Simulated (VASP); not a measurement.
Band structure of GaSe (space group P6_3/mmc). Method: modified Becke-Johnson potential (mBJ), VASP's PBE PAW potentials (set 64) (plane waves; VASP).

mBJ is a potential without an energy functional, so only the levels count. Without a dispersion term in the relaxation, distances and binding between the weakly bound layers, chains or molecules are unreliable, and so is what depends on them.

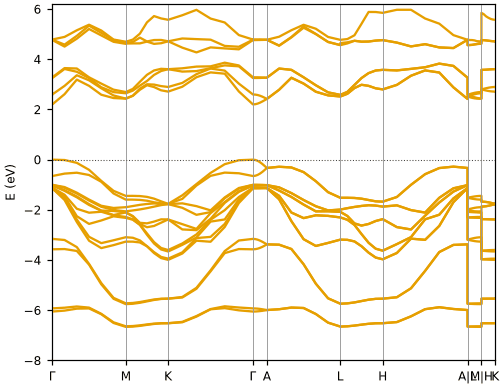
Fig. 1. Bands along high-symmetry lines, zero at the valence-band maximum or, without a gap, the Fermi level

### Question
Read the plot: is there a gap, and where are the band edges?

### Answer
The gap is direct, 2.20 eV, from the valence maximum at Γ to the conduction minimum at Γ.

Measured: gap 2.02 eV (computed value off by +0.18 eV), as given by Sangtae Kim et al., Scientific Data (2020), doi:10.1038/s41597-020-00723-8.

The structure comes from a computed database's GaSe entry (P6_3/mmc), a phase known from measurement. It was relaxed first, which changed the volume by +8 %. The cell's shape comes from a PBE relaxation.
